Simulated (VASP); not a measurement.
Band structure of BaTiO$_{3}$ (cubic perovskite). Level of theory: RPBE GGA, VASP's PBE PAW potentials (set 64) (plane waves; VASP).

Unless said otherwise, spin-orbit coupling is left out, though it shifts the bands of the heavy elements here.

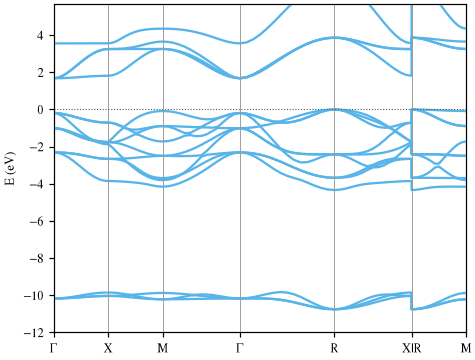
Figure. Bands along high-symmetry lines, zero at the valence-band maximum or, without a gap, the Fermi level

### Question
Read the plot: is there a gap, and where are the band edges?

### Answer
The gap is indirect, 1.68 eV, from the valence maximum at R to the conduction minimum at Γ. (Edges off the drawn lines would not show.)

Measured: gap 3.20 eV (computed value off by -1.52 eV), as given by Yu-ichiro Matsushita et al., Physical Review B (2011), arXiv:1104.2769.

The compound is BaTiO3 in the cubic perovskite structure, the ideal cubic form; the compound distorts at low or room temperature. It was relaxed first, which changed the volume by +5 %.
